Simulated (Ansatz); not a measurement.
**CH₅GeS radical: how energies converge with the basis set**

How large a basis does CH₅GeS radical need? Two functionals are run in growing sets.

Program: Ansatz 0.2.0, Gaussian basis. Level of theory: one geometry, several basis sets. These are calculated values, not measurements.

Plan: PBE0-D4/def2-SVP; ωB97M-V/def2-SVP; PBE0-D4/def2-QZVPP; ωB97M-V/def2-QZVPP; the functionals' def2-TZVPP values are taken from earlier runs.

### 1 The relaxed structure

All runs share one geometry, relaxed beforehand with PBE0-D4 in a triple-zeta def2 set.

SMILES `C[S][GeH2]`, 8 atoms, charge 0, spin multiplicity 2.

Atoms are counted from 1 here; the program's logs count them from 0.

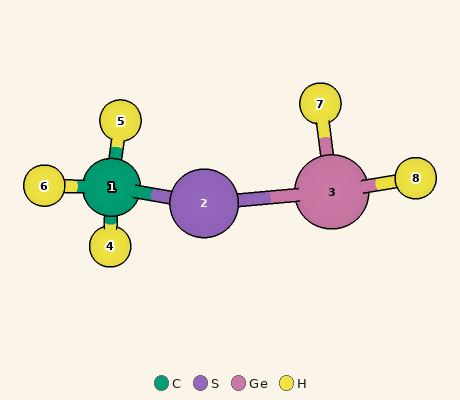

The geometry (carbon teal, sulfur purple, germanium pink, hydrogen yellow); atoms are numbered from 1 in the order of the file.

### 2 PBE0-D4 in def2-SVP

The input, in.yaml:

```yaml
crystal:
  periodic: [false, false, false]
  atoms:
    - {symbol: C, position_ang: [-0.638755, 1.117072, -0.402116]}
    - {symbol: S, position_ang: [-0.851676, -0.165660, 0.859555]}
    - {symbol: Ge, position_ang: [0.635302, -1.648882, 0.181677]}
    - {symbol: H, position_ang: [-0.953794, 0.758653, -1.381499]}
    - {symbol: H, position_ang: [0.395589, 1.457808, -0.444751]}
    - {symbol: H, position_ang: [-1.275792, 1.952154, -0.111131]}
    - {symbol: H, position_ang: [1.964601, -0.906342, -0.127144]}
    - {symbol: H, position_ang: [0.816726, -2.622005, 1.369510]}
basis:
  gaussian: {orbitals: def2-SVP}
magnetization: {spin_polarized: true, initial_magnetization: 1}
hamiltonian: {xc: pbe0, dispersion: d4}
output: {orbitals: {seedname: orbitals}}
```

Started as:

```
$ ansatz run in.yaml --threads 4 --pin off --events-out ev --progress --plain --max-ram 10444MiB
```

After this run come: ωB97M-V in def2-SVP; PBE0-D4 in def2-QZVPP; ωB97M-V in def2-QZVPP.

**Question.** What will the summary of the whole plan be? Wanted: PBE0-D4: double and triple zeta above quadruple; ωB97M-V: double and triple zeta above quadruple.

As calculated:

| quantity | value |
| --- | --- |
| PBE0-D4: double and triple zeta above quadruple | 13.79, 1.62 eV |
| ωB97M-V: double and triple zeta above quadruple | 13.79, 1.58 eV |

What this shows: For PBE0-D4 the step from double to triple zeta gains 12.17 eV and the next only 1.62 eV. Total energies overstate the basis error of differences, where much of it tends to cancel.
